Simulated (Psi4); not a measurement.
# [AlH4]− (SMILES [AlH4-]): r2SCAN/cc-pCVQZ (density fitting, sweep point 7)

What is the vertical ionisation energy of [AlH4]− at r2SCAN/cc-pCVQZ (density fitting, sweep point 7)? Input form: a Python script.

Program for the calculation: Psi4 1.11.

### Step 1. The structure to begin with

The species is [AlH4]− (5 atoms), meant as a singlet with charge -1. As SMILES, `[AlH4-]`. The shape comes from GFN2-xTB, which is rough for such elements, and wasn't checked as a minimum.

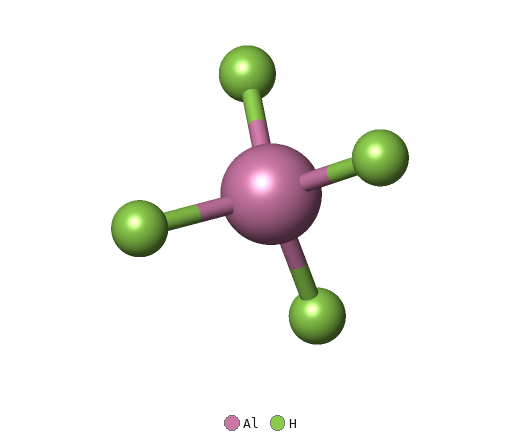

The structure, seen from a chosen angle (aluminium pink, hydrogen green).

### Step 2. A single-point energy at r2SCAN/cc-pCVQZ (density fitting, sweep point 7)

run.py

```python
import psi4

psi4.set_memory('1600 MB')
psi4.set_num_threads(1)
psi4.core.set_output_file('run.log', False)

geom = psi4.geometry("""
-1 1
Al    -0.000020     0.000060    -0.001080
H      1.443510    -0.504270     0.556410
H     -1.182970    -0.604500     0.939130
H     -0.203840    -0.517130    -1.530710
H     -0.056670     1.625850     0.036250
symmetry c1
""")

options = {'basis': 'cc-pCVQZ', 'puream': True, 'scf_type': 'df', 'dft_radial_points': 99, 'dft_spherical_points': 590}
psi4.set_options(options)

energy_value, wavefunction = psi4.energy('r2scan', molecule=geom, return_wfn=True)
print('E =', round(energy_value, 9))
```

Started as:

```bash
$ python run.py
```

run.log:

```text
[...]
  Running in c1 symmetry.
[...]
  Nuclear repulsion =   18.102884358391940
[...]
  Multiplicity = 1
[...]
  Nalpha       = 9
  Nbeta        = 9
[...]
    Number of basis functions: 229
[...]
   @DF-RKS iter   1:  -244.71641345012890   -4.10219e-01   1.69259e-03 DIIS/ADIIS
[...]
   @DF-RKS iter   7:  -244.82745401393080   -2.64949e-08   8.16967e-08 DIIS
[...]
    Orbital Energies [Eh]
    ---------------------
    Doubly Occupied:
       1A    -55.485825     2A     -3.802442     3A     -2.339469
       4A     -2.339465     5A     -2.339459     6A     -0.174525
       7A     -0.051780     8A     -0.051617     9A     -0.051527
[...]
  @DF-RKS Final Energy:  -244.82745401393080
   => Energetics <=
    Nuclear Repulsion Energy =             18.1028843583919397
    One-Electron Energy =                -379.6164300717275069
    Two-Electron Energy =                 136.9546484687779753
    DFT Exchange-Correlation Energy =     -20.2685567693731876
    Empirical Dispersion Energy =           0.0000000000000000
    VV10 Nonlocal Energy =                  0.0000000000000000
    Total Energy =                       -244.8274540139308044
[...]
 Multipole Moments:
 ------------------------------------------------------------------------------------
     Multipole            Electronic (a.u.)      Nuclear  (a.u.)        Total (a.u.)
 ------------------------------------------------------------------------------------
 L = 1.  Multiply by 2.5417464519 to convert [e a0] to [Debye]
 Dipole X            :         -0.0001735            0.0000930           -0.0000805
 Dipole Y            :          0.0006180           -0.0002453            0.0003727
 Dipole Z            :         -0.0081435            0.0045670           -0.0035764
 Magnitude           :                                                    0.0035967
[...]
```

The script printed:

```text
E = -244.827454014
```

It took 41 s on 1 thread of Intel Xeon Platinum 8488C (Sapphire Rapids), shared host; peak memory 1.2 GiB.

### Step 3. Doublet neutral AlH4, same level

alh4.py

```python
import psi4

psi4.set_memory('1600 MB')
psi4.set_num_threads(1)
psi4.core.set_output_file('alh4.out', False)

mol = psi4.geometry("""
0 2
Al    -0.000020     0.000060    -0.001080
H      1.443510    -0.504270     0.556410
H     -1.182970    -0.604500     0.939130
H     -0.203840    -0.517130    -1.530710
H     -0.056670     1.625850     0.036250
symmetry c1
""")

options = {'reference': 'uks', 'puream': True, 'scf_type': 'df', 'dft_radial_points': 99, 'dft_spherical_points': 590, 'maxiter': 150}
psi4.set_options(options)

result = psi4.energy("r2scan/cc-pCVQZ")
print(f'total energy {result:.8f} hartree = {result * 27.211386:.5f} eV')
```

Started as:

```bash
$ python alh4.py
```

alh4.out:

```text
[...]
  Running in c1 symmetry.
[...]
  Nuclear repulsion =   18.102884358391940
[...]
  Multiplicity = 2
[...]
  Nalpha       = 9
  Nbeta        = 8
[...]
    Number of basis functions: 229
[...]
   @DF-UKS iter   1:  -244.61140110643993   -3.05207e-01   1.33160e-03 DIIS/ADIIS
[...]
   @DF-UKS iter  17:  -244.67045872830471   -5.61327e-08   6.13316e-07 DIIS
[...]
   @S^2 Observed:                7.656690155E-01
[...]
    Orbital Energies [Eh]
    ---------------------
    Alpha Occupied:
       1A    -55.746724     2A     -4.062441     3A     -2.603023
       4A     -2.598138     5A     -2.598134     6A     -0.432134
       7A     -0.315306     8A     -0.308262     9A     -0.308179
    Alpha Virtual:
      10A      0.019147    11A      0.020438    12A      0.020545
      13A      0.051782    14A      0.087449    15A      0.096542
      16A      0.103054    17A      0.107589    18A      0.107621
      19A      0.129970    20A      0.251175    21A      0.251214
      22A      0.252251    23A      0.316337    24A      0.321205
      25A      0.321311    26A      0.367432    27A      0.390055
[...]
  @DF-UKS Final Energy:  -244.67045872830471
   => Energetics <=
    Nuclear Repulsion Energy =             18.1028843583919397
    One-Electron Energy =                -375.2181904122897436
    Two-Electron Energy =                 132.4525379194936932
    DFT Exchange-Correlation Energy =     -20.0076905939005769
    Empirical Dispersion Energy =           0.0000000000000000
    VV10 Nonlocal Energy =                  0.0000000000000000
    Total Energy =                       -244.6704587283047090
[...]
 Multipole Moments:
 ------------------------------------------------------------------------------------
     Multipole            Electronic (a.u.)      Nuclear  (a.u.)        Total (a.u.)
 ------------------------------------------------------------------------------------
 L = 1.  Multiply by 2.5417464519 to convert [e a0] to [Debye]
 Dipole X            :          0.0018396            0.0000930            0.0019326
 Dipole Y            :         -0.0018769           -0.0002453           -0.0021222
 Dipole Z            :         -0.0018957            0.0045670            0.0026714
 Magnitude           :                                                    0.0039211
[...]
```

On the terminal:

```text
total energy -244.67045873 hartree = -6657.82230 eV
```

Wall time 2.2 min (1 thread of Intel Xeon Platinum 8488C (Sapphire Rapids), shared host); peak memory 1.2 GiB.

### Step 4. What came out

Level: r2SCAN/cc-pCVQZ (density fitting, sweep point 7).

```
                                                              quantity          value
                                         singlet [AlH4]−: total energy  -244.82745 Eh
                                          singlet [AlH4]−: HOMO energy       -1.40 eV
                                          singlet [AlH4]−: LUMO energy        5.50 eV
singlet [AlH4]−: HOMO–LUMO gap (to an unbound level, set by the basis)        6.90 eV
                                    doublet neutral AlH4: total energy  -244.67046 Eh
                                   doublet neutral AlH4: dipole moment         0.01 D
              doublet neutral AlH4: HOMO energy (highest over α and β)       -7.48 eV
               doublet neutral AlH4: LUMO energy (lowest over α and β)       -7.20 eV
                                            doublet neutral AlH4: ⟨S²⟩          0.766
                   vertical detachment energy (to the doublet neutral)       4.272 eV
```

In words: The vertical ionisation energy comes to 4.27 eV (99 kcal/mol). −ε(HOMO) before ionisation, 1.40 eV, is 2.87 eV below this ionisation energy.
